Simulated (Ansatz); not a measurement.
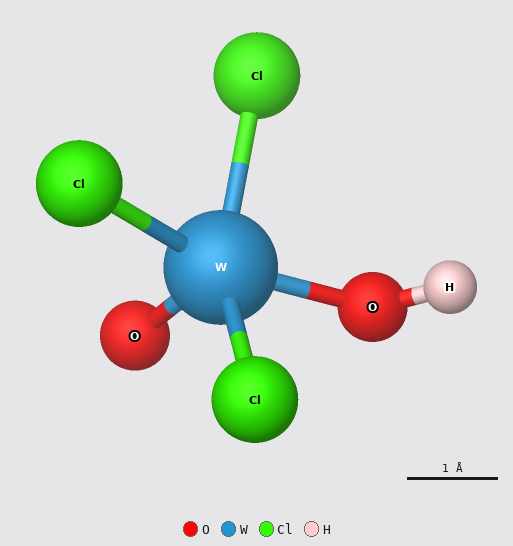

The input geometry (ball-and-stick view, seen at a tilt). Sticks mark near contacts.

**Run report: WHCl₃O₂, frequency calculation**

WHCl₃O₂, SMILES [O]=[W]([OH])([Cl])([Cl])[Cl], computed with RKS PBE0-D4/def2-TZVP (Ansatz 0.2.0).

The geometry comes from this level: PBE0-D4/def2-TZVP. Figures and captions count atoms from 1; the log counts them from 0 in places.

Input file:
```yaml
crystal:
  periodic: [false, false, false]
  atoms:
    - {symbol: O, position_ang: [-1.884101, -0.145167, 0.385289]}
    - {symbol: W, position_ang: [-0.313098, 0.104904, -0.127214]}
    - {symbol: O, position_ang: [0.623357, -0.906254, 1.131455]}
    - {symbol: Cl, position_ang: [0.206845, -1.527338, -1.665785]}
    - {symbol: Cl, position_ang: [-0.640389, 1.478856, -1.938243]}
    - {symbol: Cl, position_ang: [0.500169, 1.978133, 0.937745]}
    - {symbol: H, position_ang: [1.568417, -1.051035, 1.231055]}
basis:
  gaussian: {orbitals: def2-TZVP}
hamiltonian: {xc: pbe0, dispersion: d4}
phonons: {temperatures: {t_min: 298.15, t_max: 900, t_step: 200}}
```

Run on 4 threads of Arm Neoverse V1, 23 GiB of memory available, shared host.

Command:
```bash
ansatz run in.yaml --threads 4 --pin off --events-out ev --progress --plain --max-ram 11315MiB
```

Output:
```
Functional definition: PBE0
  name "PBE0"
  cite "Adamo & Barone, J. Chem. Phys. 110, 6158 (1999) doi:10.1063/1.478522"
  cite "Perdew, Burke & Ernzerhof, Phys. Rev. Lett. 77, 3865 (1996) doi:10.1103/PhysRevLett.77.3865"
  parent pbe
  parameter a = 0.25
  parameter kappa = 0.804
  parameter beta = 0.06672455060314922
  exchange = (1 - a)*pbe_x(kappa = kappa, mu = beta*pi^2/3) + a*exact_x
  correlation = pbe_c(beta = beta)
1550 factors; their error is unknown
mean field evaluation 1: about -43482.8982 eV, gradient 9.0e1 eV
mean field evaluation 2: about -43279.2790 eV, gradient 3.2e2 eV
mean field evaluation 4: about -43495.8098 eV, gradient 2.1e1 eV
mean field evaluation 8: about -43496.6003 eV, gradient 3.2e-1 eV
mean field evaluation 16: about -43496.7292 eV, gradient 3.2e-3 eV
mean field -43496.72922592 eV, -1598.4753159104 hartree, gradient 4.1e-5 eV, S^2 0.000000; 0 other end points of the search recorded, 0 dependent functions left out
the calculation of the forces begins
reference -43496.72925688 eV, -1598.4753170485 hartree; 41, 41 occupied and 178, 178 virtual orbitals, 1550 factors
these checks for a lower state are left out or cut short: stability, starts, cluster_reference, orbital_swaps, neighbouring_geometries, increment
1550 factors; their error is unknown
mean field -43496.72900650 eV, -1598.4753078469 hartree, gradient 2.6e-6 eV, S^2 0.000000; 0 other end points of the search recorded, 0 dependent functions left out
[... from here on the field's lines of each further geometry are left out, up to the last ...]
the calculation of the forces begins
reference -43496.72925838 eV, -1598.4753171034 hartree; 41, 41 occupied and 178, 178 virtual orbitals, 1550 factors
these checks for a lower state are left out or cut short: stability, starts, cluster_reference, orbital_swaps, neighbouring_geometries, increment
1550 factors; their error is unknown
mean field -43496.72921451 eV, -1598.4753154912 hartree, gradient 1.5e-6 eV, S^2 0.000000; 0 other end points of the search recorded, 0 dependent functions left out
the calculation of the forces begins
reference -43496.72924548 eV, -1598.4753166292 hartree; 41, 41 occupied and 178, 178 virtual orbitals, 1550 factors
Total energy: -43496.98881045 eV, -1598.4848554662 hartree
Atom 0 at    -1.884101    -0.145167     0.385289 Å, force     0.001576     0.000102    -0.000189 eV/Å
Atom 1 at    -0.313098     0.104904    -0.127214 Å, force    -0.002851     0.000480    -0.000219 eV/Å
Atom 2 at     0.623357    -0.906254     1.131455 Å, force    -0.000331     0.000269    -0.000161 eV/Å
Atom 3 at     0.206845    -1.527338    -1.665785 Å, force     0.000281    -0.000269    -0.000523 eV/Å
Atom 4 at    -0.640389     1.478856    -1.938243 Å, force     0.000348    -0.000456     0.000600 eV/Å
Atom 5 at     0.500169     1.978133     0.937745 Å, force     0.000095     0.000694    -0.000022 eV/Å
Atom 6 at     1.568417    -1.051035     1.231055 Å, force     0.000881    -0.000821     0.000514 eV/Å
Dipole moment:     0.514654    -0.180693     0.185917 e Å
Vibrations: 56.48 63.67 167.28 191.93 221.74 252.57 298.07 342.09 391.32 402.15 418.58 566.71 733.89 1084.47 3882.42 cm⁻¹, zero-point energy 0.562477 eV
```

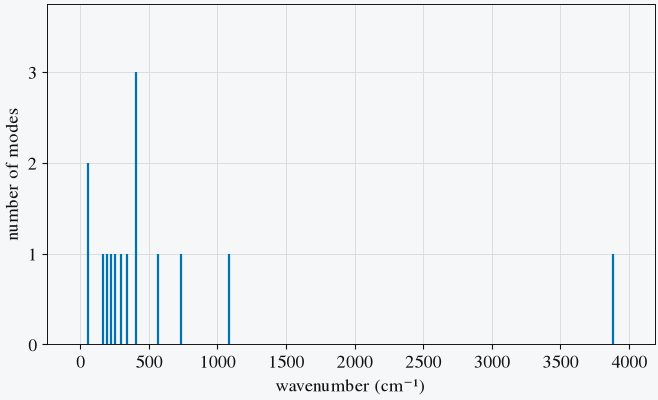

Harmonic vibrational wavenumbers from the force constants; neighbouring modes closer than 17 cm⁻¹ are counted in one stick. 15 modes from 56 to 3882 cm⁻¹, none imaginary.

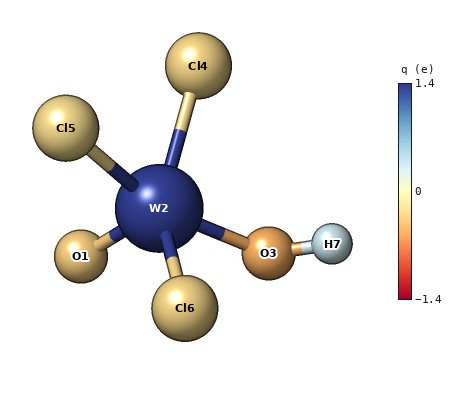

Mulliken charges, as the colour of each atom (ball-and-stick view, seen at a tilt; atoms are numbered from 1 in the order of the input; Mulliken charges depend strongly on the basis). By element: O −0.53 to −0.34, W +1.34, Cl −0.29 to −0.25 and H +0.36 e.

Key numbers:

```json
{"quantity": "outcome", "value": "converged"}
{"quantity": "total energy", "value": "−43496.9888 eV"}
{"quantity": "mean-field energy", "value": "−43496.7293 eV"}
{"quantity": "dispersion energy", "value": "−0.2596 eV"}
{"quantity": "largest force (length of the vector)", "value": "0.003 eV/Å"}
{"quantity": "dipole moment", "value": "2.77 D"}
{"quantity": "wall time", "value": "2.9 min (CPU time 11 min)"}
{"quantity": "peak memory", "value": "0.78 GiB"}
```
